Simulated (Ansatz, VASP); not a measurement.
## Cross-check of Ta (Ta(111)) between VASP and Ansatz

One calculation is typed for both programs; each brings its own data sets and cutoff. How far apart do they land? The structure shown is the end of the VASP relaxation below.

Method: plane waves, with VASP 6.6.1 beside it; single point at PBEsol, in Ansatz 0.2.0.

## (1) The starting structure

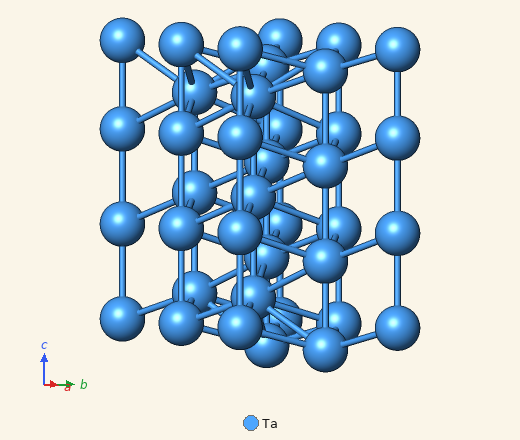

The starting structure, seen from the side, with the c axis up (tantalum blue). 2×1×1 cells are drawn. Some periodic images of atoms are drawn too.

The cell holds 11 atoms: 11 Ta. Cell: a = 4.629 Å, b = 4.629 Å, c = 24.450 Å, α = 90.0°, β = 90.0°, γ = 60.0°. It derives from Ta. As first built, before any earlier steps moved the atoms: 11 layers of bcc Ta, cut at this functional's lattice. Vacuum lies along c.

Coordinates:

```xyz
11
Lattice="4.6293 0.0000 0.0000 2.3147 4.0091 0.0000 0.0000 0.0000 24.4496" Properties=species:S:1:pos:R:3
Ta    4.6293    2.6728    7.8332
Ta    0.0000    0.0000    8.5086
Ta    2.3147    1.3364    9.2983
Ta    4.6293    2.6728   10.4109
Ta    0.0000    0.0000   11.2692
Ta    2.3147    1.3364   12.2248
Ta    4.6293    2.6728   13.1804
Ta    0.0000    0.0000   14.0387
Ta    2.3147    1.3364   15.1513
Ta    4.6293    2.6728   15.9410
Ta    0.0000    0.0000   16.6164
```

## (2) VASP: relaxation, PBEsol

This run makes the geometry at which the two programs are then compared.

Lines of VASP's logs that name or quote its potential files are left out, and so is its time.

The input, INCAR:

```
SYSTEM = Ta
PREC = Normal
ENCUT = 320
EDIFF = 1E-05
NELM = 120
ISMEAR = 1
SIGMA = 0.15
LREAL = .FALSE.
ALGO = Fast
GGA = PS
NBANDS = 38
LORBIT = 11
LWAVE = .FALSE.
LCHARG = .FALSE.
KPAR = 4
IBRION = 2
NSW = 40
ISIF = 2
EDIFFG = -0.03
POTIM = 0.4
MAXMIX = 40
```

The input, POSCAR:

```
Ta
1.0
    4.6293469158      0.0000000000      0.0000000000
    2.3146734579      4.0091320320      0.0000000000
    0.0000000000      0.0000000000     24.4496148216
Ta
11
Direct
    0.6666666700      0.6666666700      0.3067533000
    0.0000000000      0.0000000000      0.3454026400
    0.3333333300      0.3333333300      0.3840519800
    0.6666666700      0.6666666700      0.4227013200
    0.0000000000      0.0000000000      0.4613506600
    0.3333333300      0.3333333300      0.5000000000
    0.6666666700      0.6666666700      0.5386493400
    0.0000000000      0.0000000000      0.5772986800
    0.3333333300      0.3333333300      0.6159480200
    0.6666666700      0.6666666700      0.6545973600
    0.0000000000      0.0000000000      0.6932467000
```

The input, KPOINTS:

```
Automatic mesh
0
Gamma
9 9 1
0 0 0
```

Potentials, in the order of the species: Ta (PBE family, release 64).

Started as:

```
$ mpirun -np 4 vasp_std
```

Numbers of over 12 decimals in the logs are rounded to 6 here.

The log of the run:

```text
[banner, memory and clock lines left out]
running    4 mpi-ranks, on    1 nodes
 distrk:  each k-point on    1 cores,    4 groups
 distr:  one band on    1 cores,    1 groups

 POSCAR found type information on POSCAR Ta
 POSCAR found :  1 types and      11 ions
|                                                                             |
|               ----> ADVICE to this user running VASP <----                  |
|                                                                             |
|     You enforced a specific xc type in the INCAR file but a different       |
|     [... a line on the potential file left out ...]
|     I HOPE YOU KNOW WHAT YOU ARE DOING!                                     |
|                                                                             |

 LDA part: xc-table for (Slater+PW92), standard interpolation
 POSCAR, INCAR and KPOINTS ok, starting setup
 FFT: planning ... GRIDC
 FFT: planning ... GRID_SOFT
 FFT: planning ... GRID
 WAVECAR not read
 entering main loop
       N       E                     dE             d eps       ncg     rms          rms(c)
DAV:   1     0.150941269100E+03    0.15094E+03   -0.14934E+04   912   0.755E+02
DAV:   2    -0.112698909008E+03   -0.26364E+03   -0.24759E+03  1276   0.166E+02
DAV:   3    -0.142672348541E+03   -0.29973E+02   -0.28515E+02  1144   0.580E+01
DAV:   4    -0.144981636148E+03   -0.23093E+01   -0.22829E+01  1520   0.150E+01
DAV:   5    -0.145033580640E+03   -0.51944E-01   -0.51814E-01  1408   0.249E+00    0.469E+01
RMM:   6    -0.163164914255E+03   -0.18131E+02   -0.20323E+02  1290   0.289E+01    0.245E+01
RMM:   7    -0.147302249207E+03    0.15863E+02   -0.86312E+01   960   0.243E+01    0.197E+01
RMM:   8    -0.131219655832E+03    0.16083E+02   -0.98371E+00   922   0.117E+01    0.549E+00
RMM:   9    -0.130791189057E+03    0.42847E+00   -0.56767E+00  1087   0.647E+00    0.255E+00
RMM:  10    -0.130979320645E+03   -0.18813E+00   -0.11175E+00  1045   0.332E+00    0.245E+00
RMM:  11    -0.131041796657E+03   -0.62476E-01   -0.16648E+00  1213   0.252E+00    0.243E+00
RMM:  12    -0.130812288125E+03    0.22951E+00   -0.29730E-01  1053   0.155E+00    0.614E-01
RMM:  13    -0.130823872997E+03   -0.11585E-01   -0.19108E-01  1273   0.975E-01    0.419E-01
RMM:  14    -0.130827683186E+03   -0.38102E-02   -0.39773E-02  1150   0.479E-01    0.323E-01
[...]
RMM:  20    -0.130827841125E+03    0.61386E-04   -0.98246E-05   898   0.281E-02    0.203E-02
RMM:  21    -0.130827940549E+03   -0.99424E-04   -0.14538E-04  1021   0.251E-02    0.227E-02
RMM:  22    -0.130828011303E+03   -0.70755E-04   -0.26463E-05   666   0.182E-02    0.600E-03
RMM:  23    -0.130828070466E+03   -0.59162E-04   -0.12058E-05   588   0.107E-02    0.320E-03
RMM:  24    -0.130828123029E+03   -0.52563E-04   -0.56028E-06   546   0.719E-03    0.331E-03
RMM:  25    -0.130828156249E+03   -0.33221E-04   -0.35808E-06   501   0.582E-03    0.111E-03
RMM:  26    -0.130828169041E+03   -0.12792E-04   -0.21353E-06   434   0.471E-03    0.770E-04
RMM:  27    -0.130828174084E+03   -0.50432E-05   -0.88014E-07   350   0.392E-03
   1 F= -.13082817E+03 E0= -.13082726E+03  d E =-.130828E+03
[... from here on, the cycles between the ionic steps are left out ...]
   4 F= -.13158791E+03 E0= -.13158607E+03  d E =-.759734E+00
   5 F= -.13166204E+03 E0= -.13166016E+03  d E =-.741281E-01
   6 F= -.13169936E+03 E0= -.13169852E+03  d E =-.111451E+00
   7 F= -.13172943E+03 E0= -.13173017E+03  d E =-.300688E-01
   8 F= -.13174280E+03 E0= -.13174705E+03  d E =-.434435E-01
   9 F= -.13174923E+03 E0= -.13175297E+03  d E =-.642621E-02
  10 F= -.13174960E+03 E0= -.13175320E+03  d E =-.680100E-02
  11 F= -.13175324E+03 E0= -.13175595E+03  d E =-.364104E-02
  12 F= -.13175344E+03 E0= -.13175589E+03  d E =-.383868E-02
 curvature:  -2.11 expect dE=-0.968E-03 dE for cont linesearch -0.928E-06
 trial: gam= 0.22171 g(F)=  0.459E-03 g(S)=  0.000E+00 ort =-0.438E-04 (trialstep = 0.225E+01)
 search vector abs. value=  0.654E-03
 bond charge predicted
       N       E                     dE             d eps       ncg     rms          rms(c)
DAV:   1    -0.131753965304E+03   -0.52393E-03   -0.24615E-01   924   0.193E+00    0.105E-01
RMM:   2    -0.131753913638E+03    0.51666E-04   -0.18830E-03   947   0.169E-01    0.869E-02
RMM:   3    -0.131754031982E+03   -0.11834E-03   -0.94893E-04  1122   0.870E-02    0.538E-02
RMM:   4    -0.131753829917E+03    0.20207E-03   -0.37300E-04  1097   0.541E-02    0.353E-02
RMM:   5    -0.131753891757E+03   -0.61840E-04   -0.23253E-04  1168   0.370E-02    0.222E-02
RMM:   6    -0.131753880217E+03    0.11540E-04   -0.53888E-05   776   0.217E-02    0.151E-02
RMM:   7    -0.131753967800E+03   -0.87583E-04   -0.37121E-05   665   0.171E-02    0.688E-03
RMM:   8    -0.131753981268E+03   -0.13469E-04   -0.20246E-05   580   0.136E-02    0.447E-03
RMM:   9    -0.131753986972E+03   -0.57039E-05   -0.89021E-06   560   0.941E-03
  13 F= -.13175399E+03 E0= -.13175630E+03  d E =-.544366E-03
 trial-energy change:   -0.000544  1 .order   -0.000523   -0.001009   -0.000036
 step:   2.3308(harm=  2.3308)  dis= 0.00547  next Energy=  -131.753966 (dE=-0.523E-03)
 reached required accuracy - stopping structural energy minimisation
```

OUTCAR, selected parts (step 2):

```text
ion  position               nearest neighbor table
   1  0.667  0.667  0.307-   2 2.83   4 2.83   2 2.83   2 2.83   3 3.27   3 3.27   3 3.27
   2  0.000  0.000  0.345-   3 2.83   1 2.83   5 2.83   3 2.83   1 2.83   3 2.83   1 2.83   4 3.27
                             4 3.27   4 3.27
   3  0.333  0.333  0.384-   4 2.83   2 2.83   4 2.83   6 2.83   2 2.83   2 2.83   4 2.83   1 3.27
                             5 3.27   1 3.27   5 3.27   5 3.27   1 3.27
   4  0.667  0.667  0.423-   3 2.83   5 2.83   3 2.83   7 2.83   1 2.83   5 2.83   5 2.83   3 2.83
                             6 3.27   2 3.27   6 3.27   2 3.27   2 3.27   6 3.27
   5  0.000  0.000  0.461-   4 2.83   6 2.83   2 2.83   8 2.83   4 2.83   6 2.83   4 2.83   6 2.83
                             7 3.27   3 3.27   7 3.27   3 3.27   3 3.27   7 3.27
   6  0.333  0.333  0.500-   7 2.83   5 2.83   7 2.83   3 2.83   9 2.83   5 2.83   5 2.83   7 2.83
                             4 3.27   8 3.27   4 3.27   8 3.27   8 3.27   4 3.27
   7  0.667  0.667  0.539-   6 2.83   8 2.83   6 2.83   4 2.83  10 2.83   8 2.83   8 2.83   6 2.83
                             9 3.27   5 3.27   9 3.27   5 3.27   5 3.27   9 3.27
   8  0.000  0.000  0.577-   7 2.83   9 2.83   5 2.83  11 2.83   7 2.83   9 2.83   7 2.83   9 2.83
                            10 3.27   6 3.27  10 3.27   6 3.27   6 3.27  10 3.27
   9  0.333  0.333  0.616-  10 2.83   8 2.83  10 2.83   6 2.83   8 2.83   8 2.83  10 2.83   7 3.27
                             7 3.27  11 3.27  11 3.27  11 3.27   7 3.27
  10  0.667  0.667  0.655-   9 2.83   9 2.83  11 2.83   7 2.83  11 2.83  11 2.83   9 2.83   8 3.27
                             8 3.27   8 3.27
  11  0.000  0.000  0.693-  10 2.83   8 2.83  10 2.83  10 2.83   9 3.27   9 3.27   9 3.27

  LATTYP: Found a hexagonal cell.
 ALAT       =     4.6293469158
 C/A-ratio  =     5.2814393188

 Subroutine GETGRP returns: Found 12 space group operations
 (whereof  6 operations were pure point group operations)

The static configuration has the point symmetry C_3v.
 The point group associated with its full space group is D_3d.

 Found     12 irreducible k-points:

   k-points           NKPTS =     12   k-points in BZ     NKDIM =     12   number of bands    NBANDS=     38

   dimension x,y,z NGX =    20 NGY =   20 NGZ =  108
   dimension x,y,z NGXF=    40 NGYF=   40 NGZF=  216

   ENCUT  =  320.0 eV  23.52 Ry    4.85 a.u.   6.75  6.75 35.66*2*pi/ulx,y,z

   NELECT =      55.0000    total number of electrons

 k-points in reciprocal lattice and weights: Automatic mesh
   0.00000000  0.00000000  0.00000000       0.012
   0.11111111 -0.00000000  0.00000000       0.074
   0.22222222  0.00000000  0.00000000       0.074
   0.33333333  0.00000000  0.00000000       0.074
   0.44444444  0.00000000  0.00000000       0.074
   0.22222222  0.11111111  0.00000000       0.074
   0.33333333  0.11111111  0.00000000       0.148
   0.44444444  0.11111111  0.00000000       0.148
  -0.44444444  0.11111111  0.00000000       0.074
   0.44444444  0.22222222  0.00000000       0.074
  -0.44444444  0.22222222  0.00000000       0.148
  -0.33333333  0.33333333  0.00000000       0.025

 average (electrostatic) potential at core
       1 -40.5224       2 -39.9128       3 -40.3269       4 -39.8505       5 -39.7516
       6 -40.0877       7 -39.7516       8 -39.8505       9 -40.3269      10 -39.9129
      11 -40.5224

 E-fermi :   0.2910

 k-point     1 :       0.0000    0.0000    0.0000
  band No.  band energies     occupation
    ...
     24      -0.5698      2.00000
     25      -0.0672      2.00377
     26      -0.0672      2.00377
     27      -0.0060      2.01707
     28       0.1822      1.93652
     29       0.3651      0.26575
     30       0.5429     -0.03890
     31       0.5429     -0.03890
     32       0.8622     -0.00000
     33       0.8622     -0.00000
    ...

 k-point     2 :       0.1111   -0.0000    0.0000
  band No.  band energies     occupation
    ...
     23      -0.3885      2.00000
     24      -0.3668      2.00000
     25      -0.0288      2.01020
     26       0.0040      2.02095
     27       0.0813      2.06371
     28       0.3639      0.27470
     29       0.4873     -0.06897
     30       0.5684     -0.02521
     31       0.6791     -0.00155
     32       0.8452     -0.00000
    ...

 k-point     3 :       0.2222    0.0000    0.0000
  band No.  band energies     occupation
    ...
     23      -0.2300      2.00001
     24      -0.0163      2.01363
     25       0.0866      2.06611
     26       0.0937      2.06869
     27       0.2331      1.60229
     28       0.4789     -0.07068
     29       0.7247     -0.00034
     30       0.8301     -0.00000
     31       0.8594     -0.00000
     32       0.9168     -0.00000
    ...

  Total       -4.1655491     -4.1655491     -0.4052273      0.0000000      0.0000000      0.0000000
  in kB      -14.7075634    -14.7075634     -1.4307614      0.0000000      0.0000000      0.0000000
  external PRESSURE =     -10.2819627 kB  Pullay stress =       0.0000000 kB

  energy-cutoff  :      320.00
  volume of cell :      453.78
      direct lattice vectors                 reciprocal lattice vectors
     4.629346916  0.000000000  0.000000000     0.216013191 -0.124715274  0.000000000
     2.314673458  4.009132032  0.000000000     0.000000000  0.249430548  0.000000000
     0.000000000  0.000000000 24.449614822     0.000000000  0.000000000  0.040900440

 POSITION                                       TOTAL-FORCE (eV/Angst)
 -----------------------------------------------------------------------------------
      4.62935      2.67275      7.83324         0.000000      0.000000      0.002068
      0.00000      0.00000      8.50860        -0.000000     -0.000000     -0.003157
      2.31467      1.33638      9.29833         0.000000      0.000000      0.002789
      4.62935      2.67275     10.41088        -0.000000      0.000000     -0.002522
      4.62935      0.00000     11.26920         0.000000      0.000000      0.004181
      2.31467      1.33638     12.22481        -0.000000      0.000000      0.000000
      4.62935      2.67275     13.18041        -0.000000      0.000000     -0.004181
      2.31467      4.00913     14.03873         0.000000      0.000000      0.002522
      2.31467      1.33638     15.15129         0.000000     -0.000000     -0.002789
      4.62935      2.67275     15.94102         0.000000      0.000000      0.003157
      4.62935      0.00000     16.61637        -0.000000     -0.000000     -0.002068
 -----------------------------------------------------------------------------------
    total drift:                               -0.000001     -0.000001     -0.000038

  FREE ENERGIE OF THE ION-ELECTRON SYSTEM (eV)
  ---------------------------------------------------
  free  energy   TOTEN  =      -131.7539869723 eV

  energy  without entropy=     -131.7609335848  energy(sigma->0) =     -131.75630251

 reached required accuracy - stopping structural energy minimisation

 total charge
# of ion       s       p       d       tot
------------------------------------------
    1        0.738   0.382   3.441   4.562
    2        0.736   0.553   3.600   4.888
    3        0.682   0.719   3.343   4.744
    4        0.700   0.743   3.567   5.011
    5        0.693   0.712   3.564   4.969
    6        0.691   0.761   3.374   4.825
    7        0.693   0.712   3.564   4.969
    8        0.700   0.743   3.567   5.011
    9        0.682   0.719   3.343   4.744
   10        0.736   0.553   3.600   4.888
   11        0.738   0.382   3.441   4.562
--------------------------------------------------
tot          7.789   6.980  38.405  53.175

[... 3 further parts left out ...]
```

[end of part 1 of 2]

[Lines on the potential files, build, host, timing and source positions are cut from VASP's logs without a mark.]

[Logs are printed without paths, hosts, clocks, repeated set-up lines and the standing remarks that a program may print on its own settings, such as how far it seeks lower states.]

[Hosts, paths, dates, database ids (printed as entryN), source tags and the programs' standing remarks are cut or masked in the printed files.]
